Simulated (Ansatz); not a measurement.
Relaxed ZnCu (CsCl type):

```
CELL_PARAMETERS angstrom
      2.91880     0.00000     0.00000
      0.00000     2.91880     0.00000
      0.00000     0.00000     2.91880
ATOMIC_POSITIONS crystal
  Zn 0.00000 0.00000 0.00000
  Cu 0.50000 0.50000 0.50000
```

A phonon eigenvector at Γ is frozen into this cell: atom i moves by Q times the vector below, so Q is the largest atomic displacement, in Å. The cell is held. It is one choice among 3 degenerate patterns.

```json
[
 {"atom": "Zn1", "x": "0.000", "y": "0.000", "z": "-0.972"},
 {"atom": "Cu2", "x": "0.000", "y": "0.000", "z": "1.000"}
]
```

Method: r2SCAN (plane waves to 500 eV, PAW, scalar-relativistic; Ansatz, a quantum-chemistry and plane-wave program). k mesh 16×16×16 (Γ-centred), Fermi-Dirac smearing 0.05 eV. E stands for the smeared free energy. With partly filled bands, energies and forces of such displacements shift with the k mesh and the smearing. ZnCu is run without spin polarisation. ZnCu was relaxed with its symmetry unable to fall. ΔE is measured from the undisplaced structure.

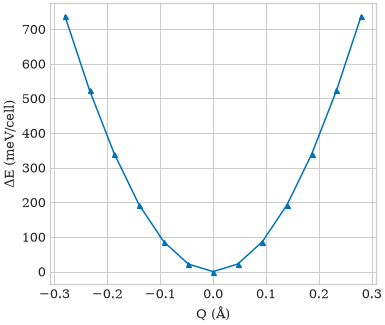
Figure: ΔE (meV/cell) against Q (Å); computed points joined by lines.

Question: What is the energy change at Q = 0.280 Å?

Answer: About 740 meV/cell.

Question: What harmonic wavenumber does the curvature at Q = 0 give?

Answer: About 210 cm⁻¹.

(For displaced atoms, the force is minus the slope of the energy, and its curvature is a force constant, which sets phonon frequencies.)
